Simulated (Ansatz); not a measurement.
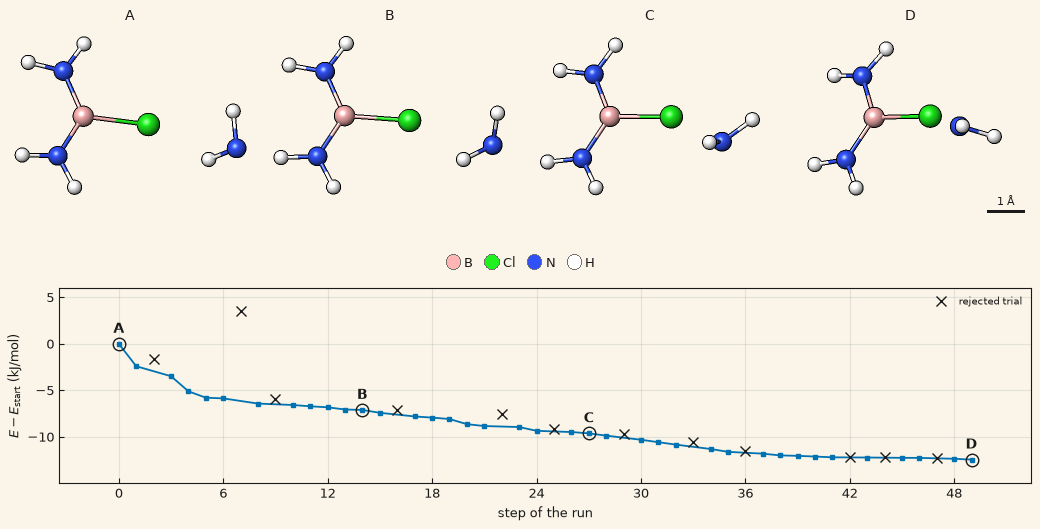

Frames of a relaxation of BN3H6Cl (multiplicity 2), marked on the history of the run. A ball-and-stick model, seen at a tilt.

The run prepares an end point of a later path (reaction) calculation, from a guessed geometry.

These are results of Ansatz 0.2.0, UKS PBE0-D4/def2-SVP, not measurements. (collinear spin; force threshold 0.03 eV/Å; at most 50 steps)

Describe the path.

Answer. The relaxation stopped without meeting its thresholds, so the last structure isn't shown to be converged. It used up its limit of 50 steps. An N atom moves most after the best rigid fit: 1.75 Å. By element the largest moves are N 1.75 Å, H 1.67 Å, Cl 1.51 Å, B 0.41 Å. Near-neighbour distances that change, for instance: B–Cl 1.838 → 1.807 Å. Over 37 accepted moves (49 points after the start) the energy falls by 12.4 kJ/mol. The largest force component goes from 0.8 to 0.062 eV/Å. The line search rejected the trial steps at points 2, 7, 9, 16, 22, 25, 29, 33 and more of the run. The forces were under the threshold at step 8, but the run went on from there. From step 0 to 14: an N atom moves most (0.68 Å), energy −7.11 kJ/mol. From step 14 to 27: an N atom moves most (0.84 Å), energy −2.51 kJ/mol. From step 27 to 49: an N atom moves most (0.77 Å), energy −2.83 kJ/mol.

Limits of the set-up: the start holds two separate molecules, 2.8 Å apart at their closest, whose relative position is a soft coordinate.
